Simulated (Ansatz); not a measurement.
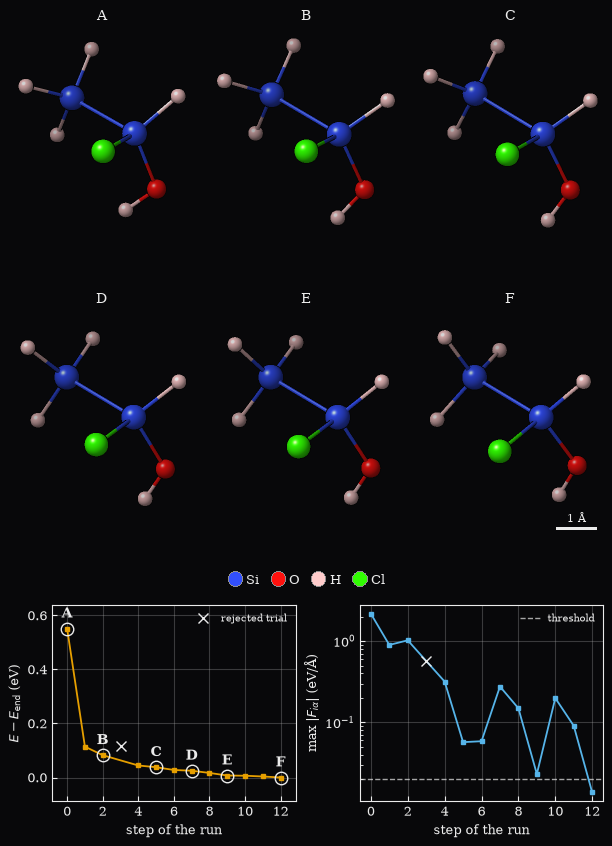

Frames of a relaxation of Si2H5OCl, marked on the history of the run. A ball-and-stick model, seen from a free direction.

The run prepares the start of a later molecular dynamics calculation, from a guessed geometry.

Theory: Ansatz 0.2.0, RKS PBE-D4/6-31G.

Input
```yaml
crystal:
  periodic: [false, false, false]
  atoms:
    - { symbol: Si, position_ang: [0.0, 0.0, 0.0] }
    - { symbol: O, position_ang: [0.0, 0.0, 1.68] }
    - { symbol: H, position_ang: [-0.9095, -0.2814, 2.0171] }
    - { symbol: H, position_ang: [1.3768, 0.0, -0.4862] }
    - { symbol: Cl, position_ang: [-1.0032, 1.7381, -0.7093] }
    - { symbol: Si, position_ang: [-1.0456, -1.8115, -0.7393] }
    - { symbol: H, position_ang: [-1.7029, -2.4846, 0.3772] }
    - { symbol: H, position_ang: [-2.0454, -1.4265, -1.7311] }
    - { symbol: H, position_ang: [-0.0777, -2.7173, -1.3511] }
basis:
  gaussian: { orbitals: "6-31G" }
hamiltonian:
  xc: pbe
  dispersion: d4
relax:
  f_tol: 0.02
  max_steps: 40
```

Command:
```bash
ansatz run input.yaml --threads 1 --pin off --max-ram 2048MiB --backend cpu --events-out ev --progress --plain --runs-dir out
```

> What happens along the run?

H7 moves most after the best rigid fit: 0.90 Å. Largest moves by element: H 0.90 Å, Cl 0.53 Å, O 0.37 Å, Si 0.17 Å. Some distances before and after: Si1–Si6 2.218 → 2.369 Å, Si1–Cl5 2.128 → 2.221 Å, Si1–O2 1.680 → 1.740 Å, Si6–H7 1.460 → 1.512 Å. Among the angles between lasting bonds that change: Si1–O2–H3 109.5° → 120.6°, H4–Si1–Si6 109.5° → 117.0°, O2–Si1–H4 109.5° → 102.8°. Groups turn about Si1–Si6 by about 50°. The energy falls by 0.551 eV in 11 accepted moves (12 points after the start). Largest force component: 2.2 eV/Å at the start, 0.014 eV/Å at the end. The line search rejected the trial step at point 3 of the run. Cost: 40 s on 1 thread of Arm Neoverse V1, with other jobs on the host, peak memory 0.13 GiB. From step 0 to 2: H3 moves most (0.29 Å), energy −0.469 eV. From step 2 to 5: H3 moves most (0.17 Å), energy −0.044 eV. From step 5 to 7: H atoms move most (0.34 Å), energy −0.013 eV. From step 7 to 9: H7 moves most (0.12 Å), energy −0.018 eV. From step 9 to 12: H7 moves most (0.25 Å), energy −0.007 eV.

Limits of the set-up: the basis has no polarisation functions, which atoms past neon need.
